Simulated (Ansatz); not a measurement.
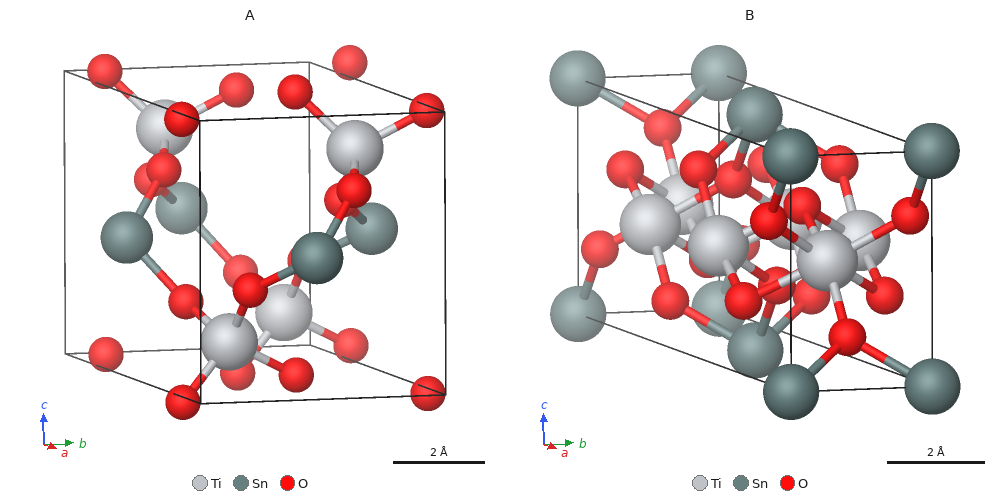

Two structures of Ti2SnO6, each relaxed to rest (conventional cells in solid outline, small ones repeated, not to one scale). Method: Ansatz, DFT PBE, scalar-relativistic, plane waves, PAW, without spin polarisation.

### Identify the two structures.

A: 18 atoms a cell on a base-centred monoclinic lattice, C2. B: 18 atoms a cell on a base-centred monoclinic lattice, C2/m.

### Which structure wins energetically, and by what margin?

B is lower, by 81 meV/atom at this level of theory (energies at zero smearing). Volumes: A 20.1, B 12.1 Å³/atom.

One or both may be structure types tried for this composition rather than known phases.
